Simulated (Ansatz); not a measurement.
# Fe wire along [110], 23 atoms a period: bands along the axis, part 2 of 2

What gap, if any, does the Fe wire along [110], 23 atoms a period have, and how many channels would it open?

Ansatz 0.2.0; DFT PBE, plane waves, PAW; relaxation of a wire's period; PAW set soft_1 (the session's first sound run).

So far: Starting point; Relaxation of atoms and period.

## (2) Relaxation of atoms and period (continued)

Step by step:

```tsv
step	energy less that of the first step (eV)	largest force component (eV/Å)	pressure (GPa)	volume (Å³)
1	0.0000	0.9715	-1.50	905.92
2	-0.5351	0.4718	-0.71	893.46
3	-0.7237	0.2905	0.40	874.60
4	-0.7477	0.0458	-0.10	874.73
5	-0.7549	0.0503	0.00	868.78
6	-0.7575	0.0218	-0.02	867.06
7*	-0.7405	0.0219	-0.01	867.06
```

Relaxation steps marked * repeat the geometry before them on a plane-wave basis chosen anew for their cell, so energy and pressure can jump there.

The run keeps the 8 symmetry operations that it works with, so distortions that break them were not tested.

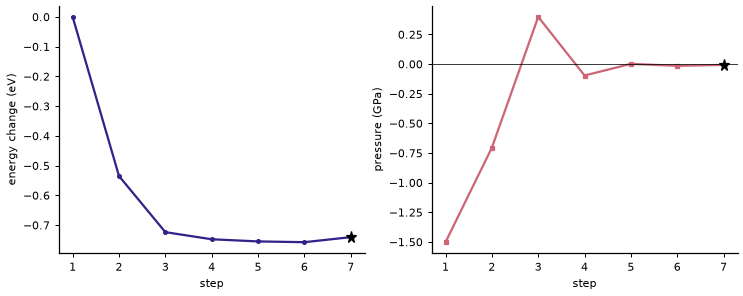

Energy and pressure along the relaxation. Stars mark steps on a basis chosen anew.

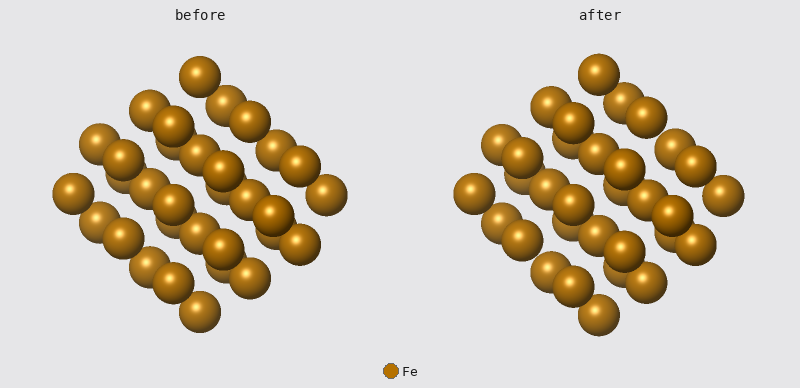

The structure before and after the relaxation, drawn at the same scale.

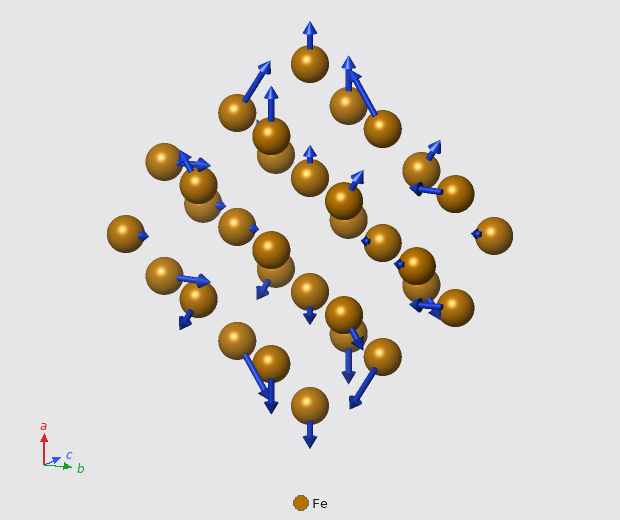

Displacements in the relaxation, exaggerated, measured against the changing cell; the longest in the cell stands for 0.18 Å. Some periodic images of atoms are drawn too.

```tsv
cell as run	before	after	change
c (Å)	4.002	3.831	-4.3 %
```

The atoms that moved most (Å, along periodic axes as changes of fractional coordinates times the final cell, across vacuum about the mean position):

```tsv
atom	dx	dy	dz	length
Fe9	-0.153	-0.100	0.000	0.183
Fe19	0.153	-0.100	0.000	0.183
Fe18	0.153	0.100	0.000	0.183
Fe8	-0.153	0.100	0.000	0.183
Fe15	0.003	0.128	0.000	0.128
Fe10	-0.003	0.128	0.000	0.128
Fe17	0.003	-0.128	0.000	0.128
Fe12	-0.003	-0.128	0.000	0.128
```

Final coordinates:

```cif
data_structure
_symmetry_space_group_name_H-M 'P 1'
_symmetry_Int_Tables_number 1
_cell_length_a 15.2900
_cell_length_b 14.8040
_cell_length_c 3.8306
_cell_angle_alpha 90.000
_cell_angle_beta 90.000
_cell_angle_gamma 90.000
_cell_volume 867.06
loop_
_atom_site_label
_atom_site_type_symbol
_atom_site_fract_x
_atom_site_fract_y
_atom_site_fract_z
_atom_site_occupancy
Fe1 Fe 0.30672 0.50002 0.00000 1
Fe2 Fe 0.40271 0.36172 0.00000 1
Fe3 Fe 0.50000 0.23219 0.00000 1
Fe4 Fe 0.50000 0.50002 0.00000 1
Fe5 Fe 0.59729 0.36172 0.00000 1
Fe6 Fe 0.69328 0.50002 0.00000 1
Fe7 Fe 0.21590 0.50002 0.50000 1
Fe8 Fe 0.30488 0.37160 0.50000 1
Fe9 Fe 0.30488 0.62843 0.50000 1
Fe10 Fe 0.40723 0.23834 0.50000 1
Fe11 Fe 0.40325 0.50002 0.50000 1
Fe12 Fe 0.40723 0.76169 0.50000 1
Fe13 Fe 0.50000 0.36705 0.50000 1
Fe14 Fe 0.50000 0.63298 0.50000 1
Fe15 Fe 0.59277 0.23834 0.50000 1
Fe16 Fe 0.59675 0.50002 0.50000 1
Fe17 Fe 0.59277 0.76169 0.50000 1
Fe18 Fe 0.69512 0.37160 0.50000 1
Fe19 Fe 0.69512 0.62843 0.50000 1
Fe20 Fe 0.78410 0.50002 0.50000 1
Fe21 Fe 0.40271 0.63831 0.00000 1
Fe22 Fe 0.50000 0.76784 0.00000 1
Fe23 Fe 0.59729 0.63831 0.00000 1
```

Numbers from this step:

```
energy at zero smearing    : -103031.5556 eV
total moment               : 60.79 μB
absolute moment            : 63.16 μB
cell length along the wire : 3.831 Å
```

Site moment by atom:

```tsv
atom	site moment (μB)
Fe1	2.43
Fe2	2.49
Fe3	2.53
Fe4	2.33
Fe5	2.49
Fe6	2.43
Fe7	2.71
Fe8	2.74
Fe9	2.74
Fe10	2.81
Fe11	2.26
Fe12	2.81
Fe13	2.32
Fe14	2.32
Fe15	2.81
Fe16	2.26
Fe17	2.81
Fe18	2.74
Fe19	2.74
Fe20	2.71
Fe21	2.49
Fe22	2.53
Fe23	2.49
```

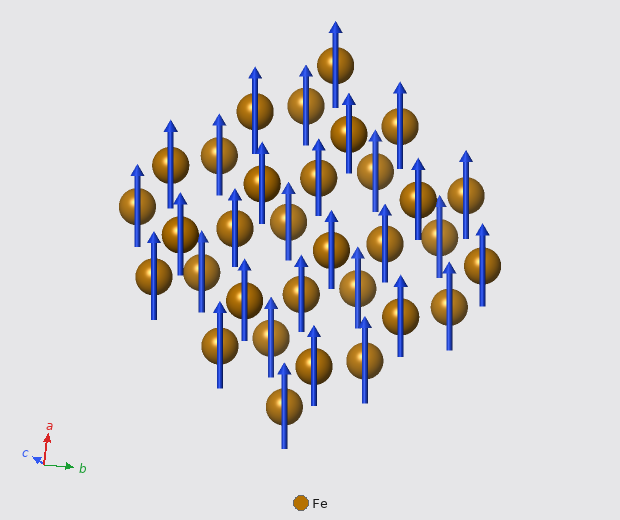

Site moment as arrows, the longest 2.81 μB. Up and down stand for the sign. Arrows give size and sign along the axis of quantisation, drawn up and down the page. Some periodic images of atoms are drawn too.

The cell's length comes to 3.831 Å with an absolute moment of 63.16 μB a cell.

## (3) The wire at its relaxed period

This step: DFT PBE, plane waves, PAW; bands of a perfect wire; PAW set soft_1 (Ansatz 0.2.0).

At the relaxed period the bands are computed along the axis; those that cross an energy going forward count the channels that a perfect wire would open there.

input.yaml

```yaml
crystal:
  lattice:
    - [15.29, 0.0, 0.0]
    - [0.0, 14.804, 0.0]
    - [0.0, 0.0, 3.8305687237]
  atoms:
    - { symbol: Fe, position: [0.30672208, 0.500015157, 0.0], spin: 2.43 }
    - { symbol: Fe, position: [0.402705278, 0.361724053, 0.0], spin: 2.49 }
    - { symbol: Fe, position: [0.5, 0.232194267, 0.0], spin: 2.53 }
    - { symbol: Fe, position: [0.5, 0.500015157, 0.0], spin: 2.33 }
    - { symbol: Fe, position: [0.597294722, 0.361724053, 0.0], spin: 2.49 }
    - { symbol: Fe, position: [0.69327792, 0.500015157, 0.0], spin: 2.43 }
    - { symbol: Fe, position: [0.215900766, 0.500015157, 0.5], spin: 2.71 }
    - { symbol: Fe, position: [0.304880107, 0.371600403, 0.5], spin: 2.74 }
    - { symbol: Fe, position: [0.304880107, 0.628429911, 0.5], spin: 2.74 }
    - { symbol: Fe, position: [0.407230189, 0.238341427, 0.5], spin: 2.81 }
    - { symbol: Fe, position: [0.403253923, 0.500015157, 0.5], spin: 2.26 }
    - { symbol: Fe, position: [0.407230189, 0.761688887, 0.5], spin: 2.81 }
    - { symbol: Fe, position: [0.5, 0.367049331, 0.5], spin: 2.32 }
    - { symbol: Fe, position: [0.5, 0.632980983, 0.5], spin: 2.32 }
    - { symbol: Fe, position: [0.592769811, 0.238341427, 0.5], spin: 2.81 }
    - { symbol: Fe, position: [0.596746077, 0.500015157, 0.5], spin: 2.26 }
    - { symbol: Fe, position: [0.592769811, 0.761688887, 0.5], spin: 2.81 }
    - { symbol: Fe, position: [0.695119893, 0.371600403, 0.5], spin: 2.74 }
    - { symbol: Fe, position: [0.695119893, 0.628429911, 0.5], spin: 2.74 }
    - { symbol: Fe, position: [0.784099234, 0.500015157, 0.5], spin: 2.71 }
    - { symbol: Fe, position: [0.402705278, 0.638306261, 0.0], spin: 2.49 }
    - { symbol: Fe, position: [0.5, 0.767836047, 0.0], spin: 2.53 }
    - { symbol: Fe, position: [0.597294722, 0.638306261, 0.0], spin: 2.49 }
magnetization:
  spin_polarized: true
kpoints:
  mp_grid: { grid: [1, 1, 21] }
  band_path: { path: ["Γ", Z], npoints: 90 }
scf:
  occupations: { method: fermi_dirac, width: 0.05 }
hamiltonian:
  xc: pbe
  pseudopotentials: { kind: paw, azcp: { folder: soft_1 } }
output:
  dos: { e_range: [-5, 4] }
  write_potential: true
  write_density: true
  volumetric_format: npy
```

Run with:

```bash
ansatz run input.yaml --threads 4 --pin off --max-ram 16384MiB --backend cpu --events-out ev --progress --plain --runs-dir out
```

Numbers of over 12 decimals in the logs are rounded to 6 here.

Output:

```text
[...]
Crystal: 23 atoms, lattice volume = 867.061 Å³
Basis set: ecut = 420 eV, 16999 PW (Γ)
Bands: 257, of which v1, the nominal top of the filled ones, is band 184 counted from 1 (183 counted from 0)
Symmetry: 8 space group operations
[...]
k-points: 11 of 21
[...]
Starting moments: Σ|m| = 58.99 μB on 23 of 23 sites
[...]
SCF iter   1: F=—  HF=-103025.825570 eV  |F-HF|=—  |Δ(HF+E_count)|=         —  Δρ=4.21e-2 (↑2.20e-2 ↓4.21e-2)  dr2=7.95e1  dr2_m=5.74e0  M=60.433 μB ∫|m|=61.016 μB  β_m=0.30  ethr=3.10e-3  ⟨swp⟩=8.1  Hψ=26967  notcnv=0  defer=399
[...]
SCF iter  15: F=-103031.629078 eV  HF=-103031.629078 eV  |F-HF|=2.48e-8  |Δ(HF+E_count)|=   8.99e-9  Δρ=9.77e-7 (↑7.15e-7 ↓9.77e-7)  dr2=2.64e-8  dr2_m=9.84e-10  M=60.805 μB ∫|m|=63.166 μB  ethr=1.41e-11  ⟨swp⟩=13.6  Hψ=28079  notcnv=0
SCF 1 converged in 15 iterations: F = -103031.629078 eV  dr2 = 2.64e-8
[...]
WARN: The output density's exchange-correlation potential varies sharply where the density is thin. Do not read a vacuum level from v_tot or v_xc, or from such a field of the output density. On a cell that repeats whose density bears no net charge and no dipole along the vacuum's axis use v_es (v_loc + v_h of the components); under efield.dipole_correction with no amplitude use v_es + v_field, which holds any externa [...]
NSCF: frozen V_eff on 91 k-points
WARN: pass on a band path, mesh or list of k-points: the 91 k-points are solved 46 at a time at the most, because the 14.40 GiB of host memory that the pass is priced against does not hold them all with the solver's workspace as planned. The pass can take longer, above all where fewer k-points are solved at a time than the run has threads. As a rule a larger memory budget leaves room for more at once. The budget is what a run with no `--max-ram-frac` typed is planned for, 0.8 of the host's memory or its container's limit. More memory there lifts it, and so does a share over 0.88 that is typed (of such a share the budget is ten elevenths): [rest of the remark cut]
SCF converged after 15 iterations
Magnetization: 60.8055 μB (214.4027 up, 153.5973 down)
Absolute magnetization: 63.1729 μB (∫|ρ↑−ρ↓|, with the PAW one-centre terms)
[...]
Per-site moments (μB) at R_I (Å): [(2.427487, 0.975864), (2.487744, 1.000905), (2.524997, 0.983845), (2.327267, 0.998257), (2.487744, 1.000905), (2.427487, 0.975864), (2.711332, 0.964310), (2.742096, 0.964310), (2.742096, 0.964310), (2.807572, 0.979852), (2.260204, 0.997432), (2.807572, 0.979852), (2.321602, 0.979852), (2.321602, 0.979852), (2.807572, 0.979852), (2.260204, 0.997432), (2.807572, 0.979852), (2.742096, 0.964310), (2.742096, 0.964310), (2.711332, 0.964310), (2.487744, 1.000905), (2.524997, 0.983845), (2.487744, 1.000905)]
Free energy (F): -103031.629078 eV
[...]
Internal energy: -103031.477539 eV  (E = F + TS)
E sigma→0 (E₀):  -103031.553309 eV
Entropy (-TS):   -0.151540 eV (-6.589 meV/atom)
Fermi energy:    3.027398 eV
[...]
--- Band table (eV; the first three rows and the last of 22) ---
  k-point 0 ↑: bands = [... 180 lower, 1.7633, 1.7731, 1.7732, 1.8198, 1.8619, 1.8824, 1.8904, 1.9058, ... 69 higher]
  k-point 1 ↑: bands = [... 180 lower, 1.7389, 1.7659, 1.7704, 1.8095, 1.8550, 1.8884, 1.8955, 1.9169, ... 69 higher]
  k-point 2 ↑: bands = [... 180 lower, 1.7378, 1.7658, 1.7801, 1.7840, 1.8439, 1.8804, 1.8892, 1.8976, ... 69 higher]
  k-point 10 ↓: bands = [... 180 lower, 4.2564, 4.3557, 4.3581, 4.3875, 4.4507, 4.4702, 4.4986, 4.5085, ... 69 higher]
```

It took 21 min on 4 threads of Arm Neoverse V1, shared host; peak memory 10 GiB; 81 min of CPU time.

The column dr2 measures how far the density is from self-consistency, as an energy; F and HF (Harris–Foulkes) agree once it is small.

This step gave:

```
energy at zero smearing : -103031.5533 eV
total moment            : 60.81 μB
absolute moment         : 63.17 μB
band gap                : 0 eV
```

Between Γ and Z the bands cross the Fermi level 13 times, so a perfect wire would conduct at least 6.5 G₀, with an absolute moment of 63.17 μB a cell.

## (4) Summary of results

| Item | Value |
| --- | --- |
| cell length, PBE | 3.831 Å |
| absolute moment, PBE | 63.2 μB |
| ballistic conductance by band crossings, a lower bound, PBE | 6.5 G₀ |

In words: Under PBE the cell's length is 3.83 Å, the absolute moment is 63.17 μB a cell, and the bands cross the Fermi level 13 times between Γ and Z, which gives a perfect wire at least 6.5 G₀ (opposite crossings within one step of the path cancel in such a count). In the perfect wire the moments were started parallel, and no opposed start was run. No search over magnetic orders was made; another may lie lower.

[Logs are printed without paths, hosts, clocks, repeated set-up lines and the standing remarks that a program may print on its own settings, such as how far it seeks lower states.]

[Hosts, paths, dates, database ids (printed as entryN), source tags and the programs' standing remarks are cut or masked in the printed files.]
